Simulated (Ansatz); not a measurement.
# Geometry relaxation, with input and output: CH9NSi

- system: CH9NSi
- method: RKS B3LYP-D4/6-31G* (Ansatz 0.2.0)

It belongs to a series of runs on one base structure; here: end point A relaxed. Figures and captions count atoms from 1; the log counts them from 0 in places.

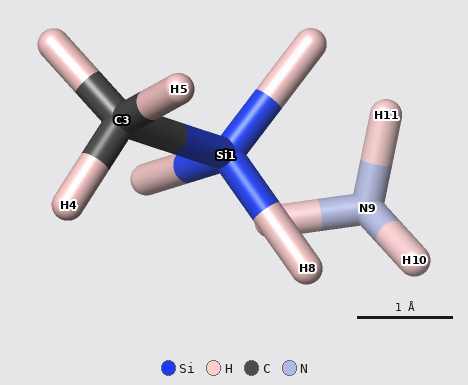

*The structure as given in the input (stick view, seen at a tilt; atoms are numbered from 1 in the order of the input).*

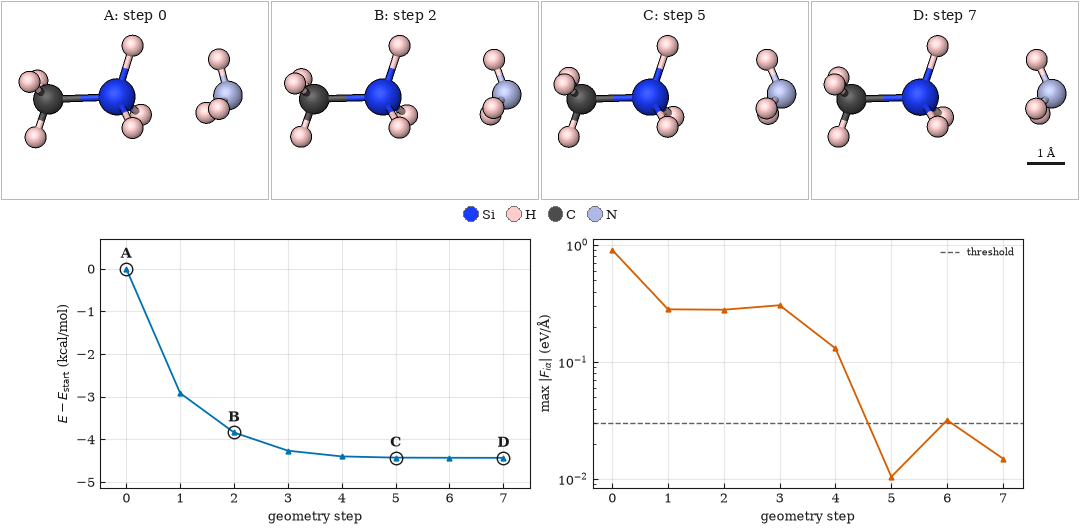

*Frames of the relaxation (ball-and-stick view, seen at a tilt) above the curves, on which the letters mark them (the first geometry is step 0 here and step 1 in the log).*

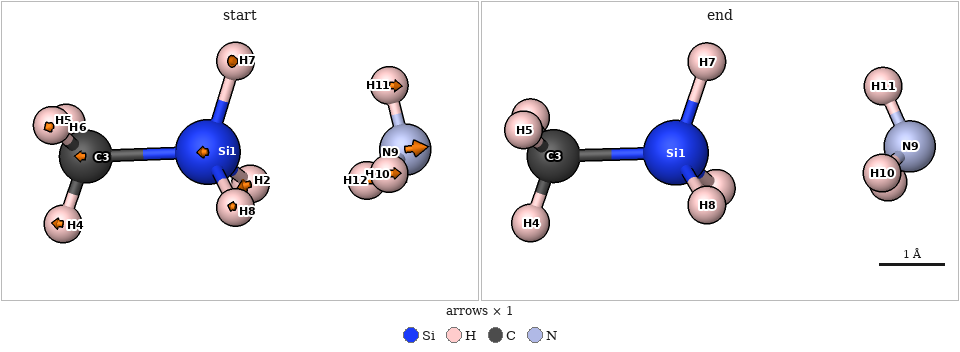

*Before (left) and after (right) the relaxation, at one scale (ball-and-stick view, seen at a tilt). The orange arrows give the displacements, at true length.*

Over 7 geometry steps the energy falls by 4.43 kcal/mol. Largest force component: 0.91 eV/Å at the start, 0.015 eV/Å at the end. H12 moves most after the best rigid fit: 0.64 Å. By element the largest moves are H 0.64 Å, N 0.40 Å, Si 0.20 Å, C 0.19 Å. Among the contacts that change: Si1–H2 1.470 → 1.489 Å, N9–H12 1.034 → 1.019 Å, Si1–C3 1.890 → 1.886 Å. (Atoms are counted from 1 in the order of the input.)

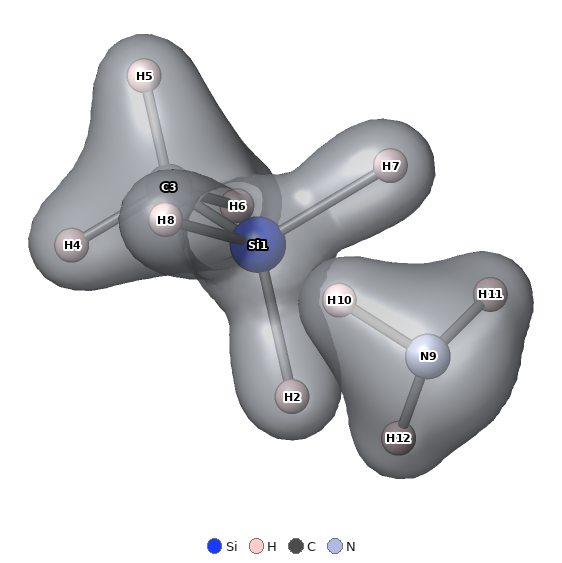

*Isosurface of the electron density at 0.5 e/Å³ (grey), seen at an oblique angle.*

At this value the surface falls into two separate pieces. It is pinched off along the Si···N (3.60 Å) contacts. On the grid the lowest density along these lines, outside the cores, is 0.04 e/Å³ (Si···N, 3.60 Å), 0.78 e/Å³ (C–Si, 1.89 Å), 2.2 e/Å³ (N–H, 1.02 Å) and 1.8 e/Å³ (C–H, 1.10 Å).

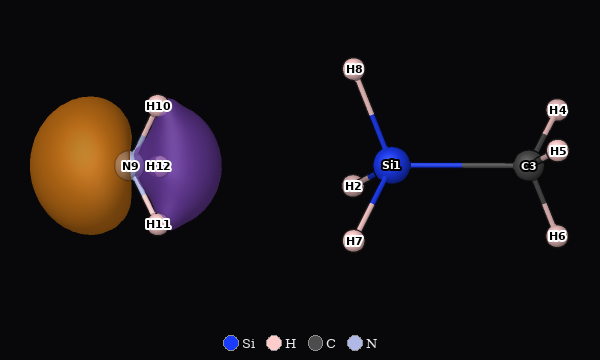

*The HOMO at ±0.2 Å⁻³ᐟ² (orange and purple are the two phases), seen from the side.*

Its energy is −6.93 eV.

The input and output of the run follow.

Input file
```yaml
crystal:
  periodic: [false, false, false]
  atoms:
    - { symbol: Si, position_ang: [0.157619, -0.001641, -0.018476] }
    - { symbol: H, position_ang: [0.17527, -0.263563, 1.42835] }
    - { symbol: C, position_ang: [1.929154, 0.030223, -0.677421] }
    - { symbol: H, position_ang: [2.392573, -0.962065, -0.61297] }
    - { symbol: H, position_ang: [1.959674, 0.351785, -1.725919] }
    - { symbol: H, position_ang: [2.546002, 0.726231, -0.095247] }
    - { symbol: H, position_ang: [-0.501833, 1.304417, -0.277167] }
    - { symbol: H, position_ang: [-0.62644, -1.075104, -0.681922] }
    - { symbol: "N", position_ang: [-2.549438, -0.061217, 1.358392] }
    - { symbol: H, position_ang: [-2.692613, -0.594514, 0.505904] }
    - { symbol: H, position_ang: [-2.440824, 0.915867, 1.09895] }
    - { symbol: H, position_ang: [-1.656844, -0.37042, 1.778125] }
basis:
  gaussian: { orbitals: "6-31G*" }
hamiltonian:
  xc: b3lyp
  dispersion: d4
relax:
  f_tol: 0.03
  max_steps: 50
output:
  orbitals: {}
```

Command:
```bash
ansatz run input.yaml --threads 1 --pin off --max-ram 2048MiB --backend cpu --events-out ev --progress --plain --runs-dir out
```

Output
```
The last accepted step is kept in [file] (removed where the run ends without a failure and the disk answers)
Engine: ansatz 0.2.0, aarch64-unknown-linux-gnu
Functional definition: B3LYP
  parameter a0 = 0.2
  parameter ax = 0.72
  parameter ac = 0.81
  exchange = (1 - a0 - ax)*slater_x + ax*b88_x + a0*exact_x
  correlation = (1 - ac)*vwn_rpa_c + ac*lyp_c
802 factors; integrals over basis functions are off by at most 7.1e-4 eV
mean field evaluation 1: about -10542.9579 eV, gradient 6.3e1 eV
mean field evaluation 2: about -10536.2778 eV, gradient 8.0e1 eV
mean field evaluation 4: about -10551.2904 eV, gradient 3.5e0 eV
mean field evaluation 8: about -10551.3241 eV, gradient 7.6e-2 eV
mean field -10551.32412542 eV, -387.7540096646 hartree, gradient 8.2e-6 eV, S^2 0.000000; 0 other end points of the search recorded, 0 dependent functions left out
the calculation of the forces begins
reference -10551.32434555 eV, -387.7540177543 hartree; 18, 18 occupied and 49, 49 virtual orbitals, 802 factors
relax step   1: F+E_penalty+E_count = -10551.59158359 eV  Δ(F+E_penalty+E_count) = +0.000e0 eV  max|allowed force component| = 9.073e-1 eV/Å  Δτ_max = 0.0000 Å  (24 SCF iters, accepted)
these checks for a lower state are left out or cut short: starts, cluster_reference, orbital_swaps, neighbouring_geometries, increment
802 factors; integrals over basis functions are off by at most 7.3e-4 eV
mean field evaluation 16: about -10551.3961 eV, gradient 3.7e0 eV
mean field -10551.45886572 eV, -387.7589612796 hartree, gradient 6.9e-5 eV, S^2 0.000000; 0 other end points of the search recorded, 0 dependent functions left out
the calculation of the forces begins
reference -10551.45908749 eV, -387.7589694295 hartree; 18, 18 occupied and 49, 49 virtual orbitals, 802 factors
relax step   2: F+E_penalty+E_count = -10551.71797395 eV  Δ(F+E_penalty+E_count) = -1.264e-1 eV  max|allowed force component| = 2.821e-1 eV/Å  Δτ_max = 0.1953 Å  (23 SCF iters, accepted)
these checks for a lower state are left out or cut short: starts, cluster_reference, orbital_swaps, neighbouring_geometries, increment
802 factors; integrals over basis functions are off by at most 7.3e-4 eV
mean field -10551.50724185 eV, -387.7607390694 hartree, gradient 6.6e-5 eV, S^2 0.000000; 0 other end points of the search recorded, 0 dependent functions left out
the calculation of the forces begins
reference -10551.50746643 eV, -387.7607473227 hartree; 18, 18 occupied and 49, 49 virtual orbitals, 802 factors
relax step   3: F+E_penalty+E_count = -10551.75796660 eV  Δ(F+E_penalty+E_count) = -3.999e-2 eV  max|allowed force component| = 2.798e-1 eV/Å  Δτ_max = 0.2000 Å  (22 SCF iters, accepted)
these checks for a lower state are left out or cut short: starts, cluster_reference, orbital_swaps, neighbouring_geometries, increment
802 factors; integrals over basis functions are off by at most 7.4e-4 eV
mean field -10551.53288625 eV, -387.7616814837 hartree, gradient 5.6e-5 eV, S^2 0.000000; 0 other end points of the search recorded, 0 dependent functions left out
the calculation of the forces begins
reference -10551.53311296 eV, -387.7616898154 hartree; 18, 18 occupied and 49, 49 virtual orbitals, 802 factors
relax step   4: F+E_penalty+E_count = -10551.77646417 eV  Δ(F+E_penalty+E_count) = -1.850e-2 eV  max|allowed force component| = 3.055e-1 eV/Å  Δτ_max = 0.0941 Å  (23 SCF iters, accepted)
these checks for a lower state are left out or cut short: starts, cluster_reference, orbital_swaps, neighbouring_geometries, increment
802 factors; integrals over basis functions are off by at most 7.2e-4 eV
mean field evaluation 32: about -10551.5352 eV, gradient 2.3e-2 eV
mean field -10551.54128923 eV, -387.7619902875 hartree, gradient 6.3e-5 eV, S^2 0.000000; 0 other end points of the search recorded, 0 dependent functions left out
the calculation of the forces begins
reference -10551.54151706 eV, -387.7619986602 hartree; 18, 18 occupied and 49, 49 virtual orbitals, 802 factors
relax step   5: F+E_penalty+E_count = -10551.78227562 eV  Δ(F+E_penalty+E_count) = -5.811e-3 eV  max|allowed force component| = 1.306e-1 eV/Å  Δτ_max = 0.0941 Å  (23 SCF iters, accepted)
these checks for a lower state are left out or cut short: starts, cluster_reference, orbital_swaps, neighbouring_geometries, increment
802 factors; integrals over basis functions are off by at most 7.2e-4 eV
mean field -10551.54335068 eV, -387.7620660444 hartree, gradient 7.2e-5 eV, S^2 0.000000; 0 other end points of the search recorded, 0 dependent functions left out
the calculation of the forces begins
reference -10551.54357922 eV, -387.7620744430 hartree; 18, 18 occupied and 49, 49 virtual orbitals, 802 factors
relax step   6: F+E_penalty+E_count = -10551.78352213 eV  Δ(F+E_penalty+E_count) = -1.247e-3 eV  max|allowed force component| = 1.046e-2 eV/Å  Δτ_max = 0.0460 Å  (22 SCF iters, accepted)
these checks for a lower state are left out or cut short: starts, cluster_reference, orbital_swaps, neighbouring_geometries, increment
802 factors; integrals over basis functions are off by at most 7.2e-4 eV
mean field -10551.54414115 eV, -387.7620950938 hartree, gradient 8.2e-5 eV, S^2 0.000000; 0 other end points of the search recorded, 0 dependent functions left out
the calculation of the forces begins
reference -10551.54437029 eV, -387.7621035146 hartree; 18, 18 occupied and 49, 49 virtual orbitals, 802 factors
relax step   7: F+E_penalty+E_count = -10551.78366213 eV  Δ(F+E_penalty+E_count) = -1.400e-4 eV  max|allowed force component| = 3.188e-2 eV/Å  Δτ_max = 0.0458 Å  (23 SCF iters, accepted)
these checks for a lower state are left out or cut short: starts, cluster_reference, orbital_swaps, neighbouring_geometries, increment
802 factors; integrals over basis functions are off by at most 7.2e-4 eV
mean field -10551.54401272 eV, -387.7620903740 hartree, gradient 1.0e-5 eV, S^2 0.000000; 0 other end points of the search recorded, 0 dependent functions left out
the calculation of the forces begins
reference -10551.54424177 eV, -387.7620987914 hartree; 18, 18 occupied and 49, 49 virtual orbitals, 802 factors
relax step   8: F+E_penalty+E_count = -10551.78373022 eV  Δ(F+E_penalty+E_count) = -6.809e-5 eV  max|allowed force component| = 1.496e-2 eV/Å  Δτ_max = 0.0078 Å  (21 SCF iters, accepted)
802 factors; integrals over basis functions are off by at most 7.2e-4 eV
mean field evaluation 64: about -10551.5440 eV, gradient 1.8e-3 eV
mean field -10551.54401272 eV, -387.7620903740 hartree, gradient 1.0e-5 eV, S^2 0.000000; 1 other end points of the search recorded, 0 dependent functions left out
the calculation of the forces begins
reference -10551.54424177 eV, -387.7620987914 hartree; 18, 18 occupied and 49, 49 virtual orbitals, 802 factors
Total energy: -10551.78395926 eV, -387.7709082469 hartree
Atom 0 at     0.354416     0.008651    -0.035901 Å, force    -0.003958    -0.001203     0.003463 eV/Å
Atom 1 at     0.416783    -0.304453     1.418456 Å, force     0.000154     0.000928    -0.005252 eV/Å
Atom 2 at     2.085354     0.038187    -0.784932 Å, force    -0.001857     0.002037    -0.002518 eV/Å
Atom 3 at     2.580037    -0.932260    -0.667573 Å, force    -0.000203     0.002393    -0.000474 eV/Å
Atom 4 at     2.045621     0.269417    -1.855135 Å, force     0.001381    -0.001323     0.003549 eV/Å
Atom 5 at     2.709705     0.796133    -0.299088 Å, force    -0.000958    -0.002795    -0.001869 eV/Å
Atom 6 at    -0.312599     1.329703    -0.200112 Å, force     0.002373    -0.003799     0.001624 eV/Å
Atom 7 at    -0.488831    -1.023935    -0.699156 Å, force     0.003225     0.003564     0.002813 eV/Å
Atom 8 at    -2.942052    -0.049913     1.419798 Å, force     0.014965    -0.009795     0.006404 eV/Å
Atom 9 at    -2.885086    -0.602067     0.565289 Å, force    -0.000163     0.002554     0.005180 eV/Å
Atom 10 at    -2.641482     0.891458     1.171693 Å, force    -0.000181    -0.001205     0.000626 eV/Å
Atom 11 at    -2.229567    -0.420922     2.047261 Å, force    -0.014777     0.008643    -0.013545 eV/Å
Dipole moment:     0.460336     0.007912    -0.202838 e Å
```

Trajectory as extended XYZ (Å, eV, eV/Å), 8 frames, from step=1 to step=8
```
12
Properties=species:S:1:pos:R:3:forces:R:3 step=1 energy=-10551.59158
Si    0.1576   -0.0016   -0.0185    0.4418   0.0780  -0.5153
H     0.1753   -0.2636    1.4284    0.2647  -0.0405   0.2550
C     1.9292    0.0302   -0.6774    0.0054   0.0003  -0.0040
H     2.3926   -0.9621   -0.6130   -0.0158   0.0425  -0.0042
H     1.9597    0.3518   -1.7259   -0.0023  -0.0346   0.0395
H     2.5460    0.7262   -0.0952   -0.0233  -0.0180  -0.0340
H    -0.5018    1.3044   -0.2772    0.0404   0.0246   0.0060
H    -0.6264   -1.0751   -0.6819    0.0263  -0.0201  -0.0400
N    -2.5494   -0.0612    1.3584    0.1713  -0.2082   0.5649
H    -2.6926   -0.5945    0.5059    0.0023  -0.0104  -0.0106
H    -2.4408    0.9159    1.0990   -0.0036  -0.0358   0.0044
H    -1.6568   -0.3704    1.7781   -0.9073   0.2222  -0.2617
12
Properties=species:S:1:pos:R:3:forces:R:3 step=2 energy=-10551.71797
Si    0.2164    0.0024   -0.0477    0.1595   0.0005  -0.0724
H     0.2796   -0.2607    1.4097   -0.0117  -0.0148   0.0976
C     1.9765    0.0322   -0.7054   -0.0098   0.0242  -0.0847
H     2.4321   -0.9614   -0.6320    0.0386   0.0259  -0.0192
H     1.9962    0.3476   -1.7541    0.0811  -0.0237  -0.0120
H     2.5847    0.7329   -0.1224    0.0302  -0.0088  -0.0469
H    -0.4553    1.3076   -0.2864    0.0168   0.0063   0.0117
H    -0.5820   -1.0709   -0.6992    0.0144   0.0070  -0.0093
N    -2.6736   -0.0583    1.3935   -0.0123  -0.0269   0.1696
H    -2.7547   -0.5937    0.5313   -0.0025   0.0070   0.0263
H    -2.4982    0.9089    1.1252   -0.0223  -0.0561   0.0161
H    -1.8294   -0.3866    1.8680   -0.2821   0.0595  -0.0769
12
Properties=species:S:1:pos:R:3:forces:R:3 step=3 energy=-10551.75797
Si    0.2774    0.0085   -0.0234    0.0639   0.0432  -0.2488
H     0.2993   -0.2610    1.4378    0.1182  -0.0123   0.0161
C     2.0194    0.0370   -0.7524    0.2798  -0.0037   0.0517
H     2.5047   -0.9405   -0.6571   -0.0428  -0.0603   0.0423
H     2.0504    0.3025   -1.8162   -0.2054   0.0078   0.0414
H     2.6575    0.7576   -0.2266   -0.0578   0.0243   0.0318
H    -0.3936    1.3178   -0.2439   -0.0041   0.0074   0.0083
H    -0.5332   -1.0537   -0.6781   -0.0120   0.0003   0.0022
N    -2.7954   -0.0614    1.4028    0.0593  -0.0316   0.1353
H    -2.8226   -0.5809    0.5259    0.0407   0.0279   0.0780
H    -2.5630    0.9032    1.1659   -0.0009  -0.0962   0.0196
H    -2.0086   -0.4292    1.9460   -0.2389   0.0932  -0.1780
12
Properties=species:S:1:pos:R:3:forces:R:3 step=4 energy=-10551.77646
Si    0.3328    0.0089   -0.0491   -0.3055   0.0102   0.0445
H     0.3540   -0.2657    1.4148    0.0746  -0.0039  -0.0174
C     2.0625    0.0360   -0.7652    0.2675  -0.0022  -0.0325
H     2.5431   -0.9419   -0.6586    0.0196  -0.0299   0.0078
H     2.0640    0.2921   -1.8301   -0.0613   0.0036  -0.0044
H     2.6871    0.7705   -0.2455    0.0136   0.0177   0.0019
H    -0.3498    1.3158   -0.2556    0.0179   0.0086  -0.0045
H    -0.4940   -1.0473   -0.6957    0.0125   0.0003  -0.0112
N    -2.8750   -0.0639    1.4414    0.0180   0.0087   0.0048
H    -2.9103   -0.5752    0.5595    0.0281   0.0251   0.0584
H    -2.6465    0.9020    1.2057    0.0026  -0.0699   0.0131
H    -2.0756   -0.4312    1.9590   -0.0876   0.0317  -0.0604
12
Properties=species:S:1:pos:R:3:forces:R:3 step=5 energy=-10551.78228
Si    0.3371    0.0070   -0.0480    0.1211   0.0037  -0.0479
H     0.3943   -0.2919    1.4071   -0.0132  -0.0072   0.0388
C     2.0824    0.0374   -0.7749   -0.1306  -0.0060   0.0483
H     2.5685   -0.9357   -0.6608    0.0231  -0.0553   0.0040
H     2.0602    0.2813   -1.8404    0.0008   0.0123  -0.0687
H     2.7023    0.7835   -0.2702    0.0321   0.0520   0.0282
H    -0.3342    1.3221   -0.2314   -0.0062   0.0074  -0.0005
H    -0.4896   -1.0389   -0.7085   -0.0154  -0.0036  -0.0059
N    -2.9175   -0.0557    1.4380    0.0168  -0.0157  -0.0073
H    -2.8987   -0.5874    0.5690   -0.0124  -0.0019  -0.0049
H    -2.6572    0.8982    1.1930   -0.0006   0.0115  -0.0003
H    -2.1552   -0.4199    2.0077   -0.0154   0.0028   0.0161
12
Properties=species:S:1:pos:R:3:forces:R:3 step=6 energy=-10551.78352
Si    0.3489    0.0084   -0.0421   -0.0098  -0.0007   0.0064
H     0.4048   -0.2979    1.4143    0.0013   0.0006  -0.0094
C     2.0842    0.0376   -0.7803   -0.0095   0.0013   0.0029
H     2.5759   -0.9340   -0.6629    0.0055  -0.0095   0.0010
H     2.0529    0.2726   -1.8495   -0.0014   0.0011  -0.0105
H     2.7066    0.7920   -0.2874    0.0057   0.0077   0.0032
H    -0.3207    1.3272   -0.2153    0.0064  -0.0065   0.0015
H    -0.4892   -1.0292   -0.7047    0.0060   0.0070   0.0045
N    -2.9314   -0.0531    1.4292    0.0046  -0.0021  -0.0030
H    -2.8953   -0.5950    0.5671   -0.0003   0.0008   0.0031
H    -2.6486    0.8942    1.1828   -0.0002  -0.0012   0.0002
H    -2.1957   -0.4229    2.0293   -0.0083   0.0015   0.0000
12
Properties=species:S:1:pos:R:3:forces:R:3 step=7 energy=-10551.78366
Si    0.3546    0.0089   -0.0384   -0.0053  -0.0031   0.0104
H     0.4153   -0.3047    1.4164   -0.0022   0.0030  -0.0135
C     2.0870    0.0381   -0.7848   -0.0072   0.0043  -0.0068
H     2.5818   -0.9322   -0.6660   -0.0018   0.0078  -0.0016
H     2.0474    0.2685   -1.8554    0.0065  -0.0032   0.0091
H     2.7103    0.7972   -0.2989   -0.0037  -0.0080  -0.0048
H    -0.3119    1.3305   -0.2036    0.0051  -0.0102   0.0031
H    -0.4883   -1.0235   -0.7034    0.0076   0.0088   0.0069
N    -2.9441   -0.0495    1.4211    0.0304  -0.0233   0.0168
H    -2.8844   -0.6021    0.5669    0.0000   0.0050   0.0106
H    -2.6402    0.8911    1.1741    0.0014  -0.0008   0.0017
H    -2.2351   -0.4224    2.0525   -0.0310   0.0195  -0.0319
12
Properties=species:S:1:pos:R:3:forces:R:3 step=8 energy=-10551.78373
Si    0.3544    0.0087   -0.0359   -0.0040  -0.0012   0.0035
H     0.4168   -0.3045    1.4185    0.0002   0.0009  -0.0053
C     2.0854    0.0382   -0.7849   -0.0019   0.0020  -0.0025
H     2.5800   -0.9323   -0.6676   -0.0002   0.0024  -0.0005
H     2.0456    0.2694   -1.8551    0.0014  -0.0013   0.0035
H     2.7097    0.7961   -0.2991   -0.0010  -0.0028  -0.0019
H    -0.3126    1.3297   -0.2001    0.0024  -0.0038   0.0016
H    -0.4888   -1.0239   -0.6992    0.0032   0.0036   0.0028
N    -2.9421   -0.0499    1.4198    0.0150  -0.0098   0.0064
H    -2.8851   -0.6021    0.5653   -0.0002   0.0026   0.0052
H    -2.6415    0.8915    1.1717   -0.0002  -0.0012   0.0006
H    -2.2296   -0.4209    2.0473   -0.0148   0.0086  -0.0135
```

Summary

| quantity | value |
| --- | --- |
| outcome | converged |
| total energy | −10551.7840 eV |
| mean-field energy | −10551.5442 eV |
| largest force (length of the vector) at the end | 0.022 eV/Å |
| hardware | 1 thread of Arm Neoverse V1, 24 GiB of memory available, shared host |
| wall time | 24 s |
| peak memory | 0.14 GiB |
